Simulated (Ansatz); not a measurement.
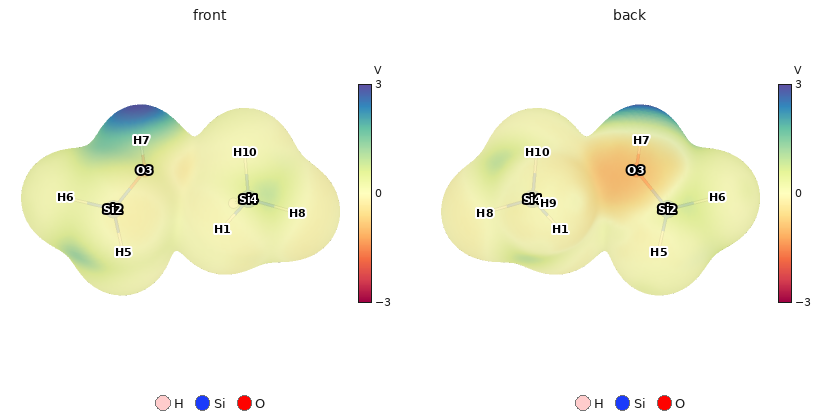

The picture shows: SiH4···H3OSi (doublet). The molecular electrostatic potential painted on the density surface at 0.002 e/bohr³, seen from the front and from behind; the colour scale runs from red (negative) to blue (positive).

The product side of a reaction path; geometry: PBE0-D4/def2-TZVP.

Method: UKS PBE0-D4/def2-TZVPP in Ansatz.

```csv
atom,x (Å),y (Å),z (Å)
H,0.0263,0.8752,1.4357
Si,1.9102,-0.2974,-0.9652
O,0.3631,-0.8838,-1.0127
Si,-1.4078,0.5500,1.2277
H,1.7858,1.1684,-1.1815
H,2.7489,-0.9202,-2.0372
H,0.2516,-1.8359,-0.9970
H,-2.2029,1.2142,2.2954
H,-1.8617,1.0463,-0.0932
H,-1.6137,-0.9166,1.3281
```

Where is the surface potential most negative and most positive?

Answer. The most negative region (about −1.0 V) lies over O3, the most positive (about +2.9 V) over H7. O3 is the likeliest acceptor of a hydrogen bond.
